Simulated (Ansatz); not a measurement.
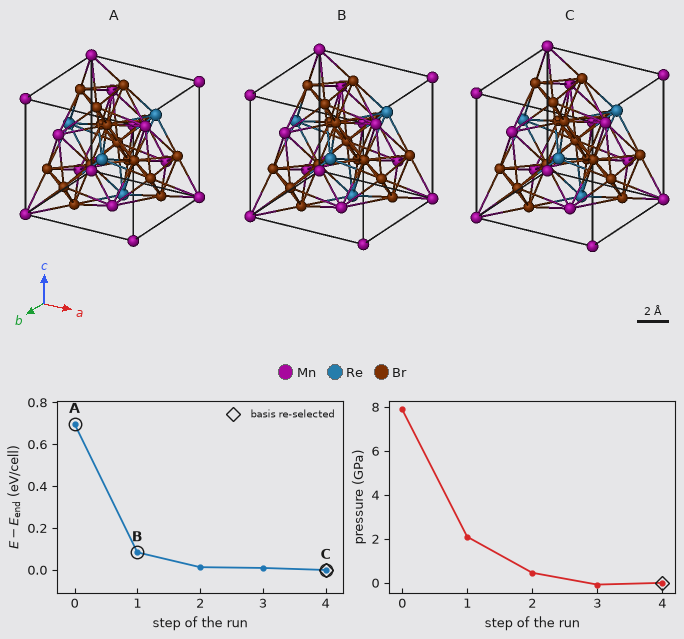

Frames of a relaxation of a crystal of MnReBr$_{4}$ (built on the MgInCu4 type) (coarse preliminary run), marked on the history of the run. The picture is a ball-and-stick view of the conventional cell (4 times the calculation's cell), seen from a free direction. Lengths and directions refer to the drawn axes.

Case: MgInCu4 type (F-43m, No. 216).

Level of theory: DFT PBE, scalar-relativistic, plane waves, PAW (Ansatz).

The input:
```yaml
crystal:
  lattice:
    - [0.0, 4.1003072241, 4.1003072241]
    - [4.1003072241, 0.0, 4.1003072241]
    - [4.1003072241, 4.1003072241, 0.0]
  atoms:
    - { symbol: Mn, position: [0.0, 0.0, 0.0], spin: 5.3 }
    - { symbol: Re, position: [0.75, 0.75, 0.75], spin: -4.49 }
    - { symbol: Br, position: [0.375, 0.875, 0.375] }
    - { symbol: Br, position: [0.375, 0.375, 0.875] }
    - { symbol: Br, position: [0.375, 0.375, 0.375] }
    - { symbol: Br, position: [0.875, 0.375, 0.375] }
basis:
  ecutwfc: 420
kpoints:
  mp_grid: { grid: [4, 4, 4] }
hamiltonian:
  xc: pbe
scf:
  occupations: { method: gaussian, width: 0.1 }
  lower_state_search: "off"
output:
  forces: true
  stress: true
  eigenvalues: true
  populations: true
magnetization:
  spin_polarized: true
relax:
  adjacent_minimum: "off"
  f_tol: 0.04
  max_steps: 70
  cell: { stress_tol: 0.4 }
```

Launched with:
```bash
ansatz run input.yaml --threads 1 --pin off --max-ram 2560MiB --backend cpu --events-out ev --progress --plain --runs-dir out
```

What happens along the run?

The energy falls by 0.697 eV per cell of the calculation in 3 accepted moves (4 points after the start). Largest force component: 0.001 eV/Å at the start, 0.006 eV/Å at the end. The pressure goes from 7.89 to 0.00 GPa. At 1 point the geometry stayed and the basis and grid were re-selected for the new cell (energy shift of 9.7 meV per cell of the calculation at most each time). No atom moves by more than 0.005 Å relative to the cell. Cell: a = b = c 8.201 → 8.830 Å (+7.7 %). Volume +24.8 %. Among the contacts that change: Mn1–Br3 3.400 → 3.661 Å, Re2–Br3 3.400 → 3.660 Å, Br3–Br4 2.899 → 3.121 Å. The space group stays F-43m (No. 216). From step 0 to 1: volume +15.3 %, energy −0.613 eV per cell of the calculation. From step 1 to 4: volume +8.2 %, energy −84.2 meV per cell of the calculation.

| step | E − E(0), meV/atom | largest force component, eV/Å | pressure, GPa | volume, Å³/atom | note |
| --- | --- | --- | --- | --- | --- |
| 0 | 0.00 | 0.0010 | 7.89 | 22.979 |  |
| 1 | -102.16 | 0.0058 | 2.10 | 26.506 |  |
| 2 | -113.95 | 0.0141 | 0.46 | 28.065 |  |
| 3 | -114.57 | 0.0061 | -0.08 | 28.681 |  |
| 4 | -116.19 | 0.0060 | 0.00 | 28.681 | same geometry, new basis |
